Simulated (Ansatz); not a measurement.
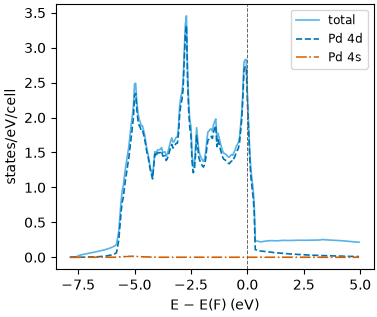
Figure. Total and projected density of states of Pd (fcc (Cu type), Fm-3m), the program Ansatz at the LDA level (PAW)

Problem. Which orbitals carry the states next to the Fermi level?

Solution. Within 0.5 eV of the Fermi level: Pd 4d 93 %, outside the projected shells 7 %. Projections are on Löwdin-orthogonalised atomic valence shells; empty p or d shells of many metals are not among them.

Problem. Where is the tallest occupied peak in this window, and what makes it?

Solution. Near -2.7 eV, about 3.5 states/eV per cell; the largest projected share is Pd 4d.

Symmetry was held in the LDA relaxation. The run is not spin-polarised. Spin–orbit coupling is left out wherever it is not named.

Potentials: the later of the program's two PAW sets.
